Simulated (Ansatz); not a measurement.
## Electronic structure of CH3BF2Si in real space

Input

```
crystal:
  periodic: [false, false, false]
  atoms:
    - {symbol: F, position_ang: [0.393852, 1.647895, 1.967310]}
    - {symbol: C, position_ang: [-0.012980, 0.921741, 0.928570]}
    - {symbol: B, position_ang: [0.760004, -0.172784, 0.355441]}
    - {symbol: Si, position_ang: [-0.235779, -0.871140, -1.070716]}
    - {symbol: F, position_ang: [-1.657802, -0.293338, -1.494683]}
    - {symbol: H, position_ang: [-0.988195, 1.280143, 0.599461]}
    - {symbol: H, position_ang: [1.824431, -0.589813, 0.688251]}
    - {symbol: H, position_ang: [0.008668, -1.979802, -2.029534]}
basis:
  gaussian: {orbitals: def2-TZVPP}
hamiltonian: {xc: pbe0, dispersion: d4}
output: {orbitals: {seedname: orbitals}}
```

Run with:

```sh
ansatz run in.yaml --threads 2 --pin off --events-out ev --progress --plain --max-ram 4352MiB
```

Geometry: PBE0-D4/def2-TZVP.

Computed with RKS PBE0-D4/def2-TZVPP in Ansatz.

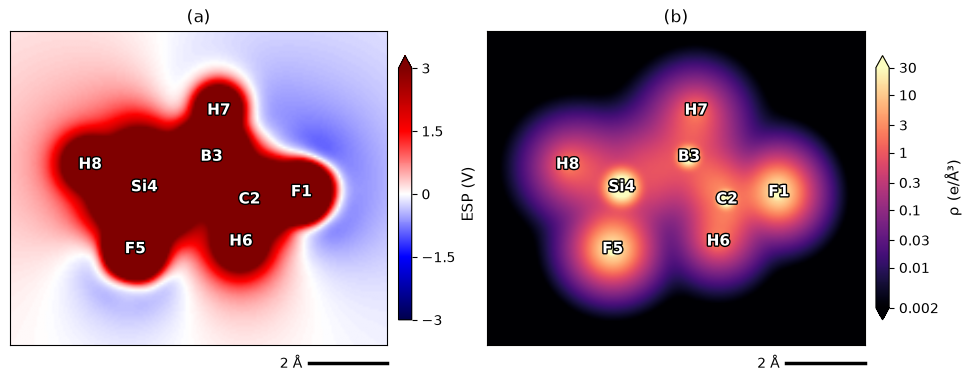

Figure 1. (a) electrostatic potential; (b) total electron density on the molecular plane.

### What do the fields say about this system?

The plane passes through F, C, B, Si and H nuclei. C–F (1.33 Å): the density is about 2.4 e/Å³ at the midpoint. C–B (1.46 Å): ρ at the midpoint is about 1.7 e/Å³. Si–F (1.59 Å): ρ is about 1.2 e/Å³ halfway. Si–B (1.87 Å): ρ at the midpoint is about 0.89 e/Å³. C–H (1.09 Å): ρ at the midpoint is about 2.1 e/Å³. Outside the dense part of the molecule the potential is most negative (−0.9 V) near F1.

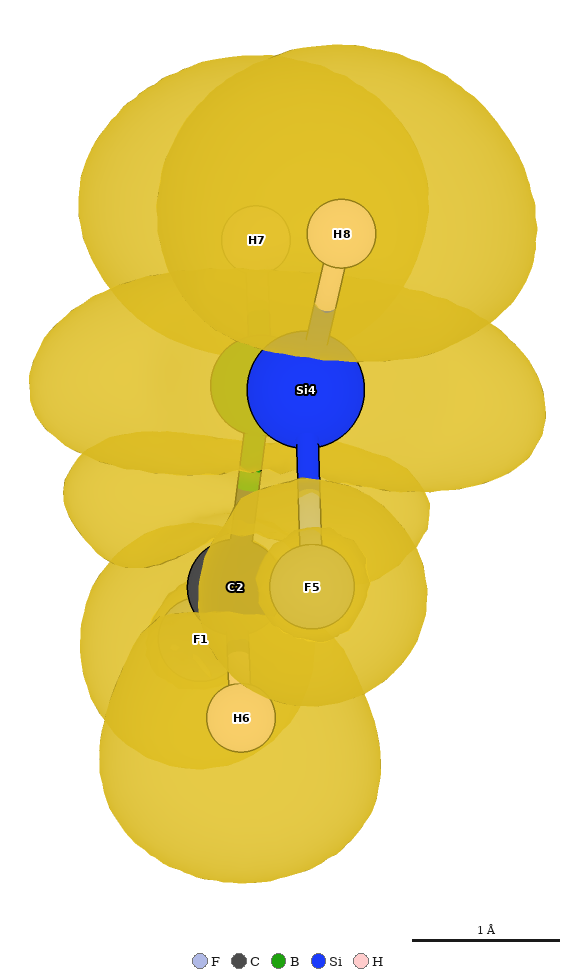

Figure 2. Isosurface of the electron localisation function at 0.75 (yellow), seen at an oblique angle. Only the valence region is drawn (cores and ρ < 0.01 e/Å³ removed).

### Identify the bonds, lone pairs and shells in this picture.

The ELF exceeds this value in one region between bonded B–C atoms (shared pairs), one region between bonded B–Si atoms (shared pairs), three regions around hydrogen nuclei, one region on F in which the atom's valence shell and bonds are merged and one region wrapped around F (its lone pairs, merged into a ring or cap). Profiles from the grid: C–F (1.33 Å): the ELF peaks at about 0.85 between the atoms: a shared but strongly polarised pair. C–B (1.46 Å): the ELF peaks at about 0.95 between the atoms: a covalent bond.

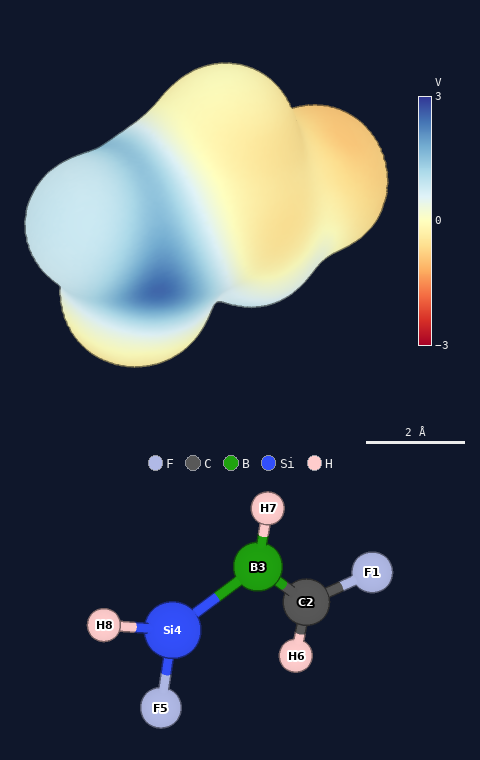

Figure 3. The electrostatic potential painted on the density surface at 0.002 e/bohr³, seen at a tilt; the colour scale runs from red (negative) to blue (positive). The bare structure is drawn below in the same view.

### Where is the surface potential most negative and most positive?

The most negative region (about −0.9 V) lies over F1, the most positive (about +2.4 V) over Si4.
